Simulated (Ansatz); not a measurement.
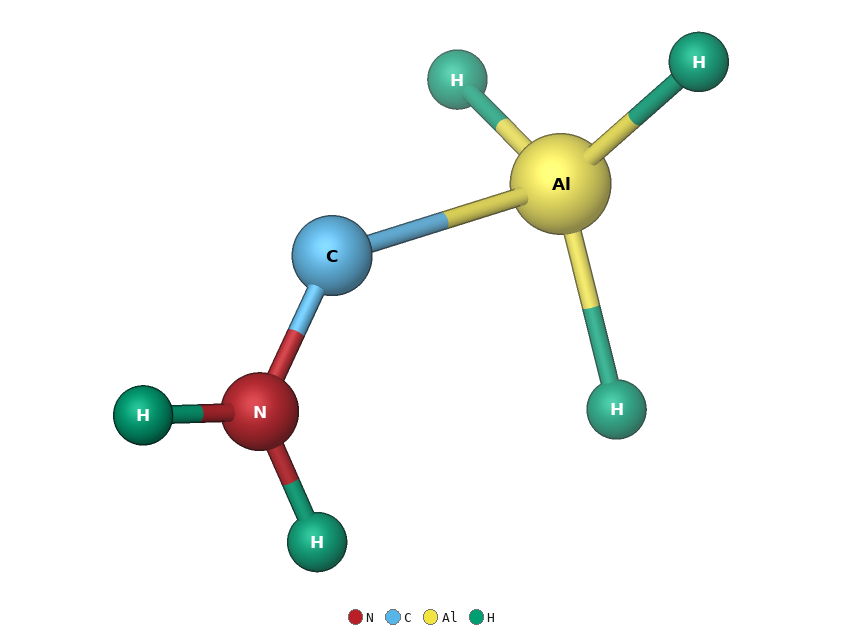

Atoms fade into the background with distance from the viewer. The species is neutral and a spin doublet. The computed structure is the end point of a PBE0-D4/def2-TZVP optimisation. No frequency run is at hand to confirm it as a minimum.

### List the symmetry elements and name the point group.

It has 1 mirror plane, so the point group is Cs. The group has 2 operations. The geometry is achiral, and symmetry allows a dipole moment.
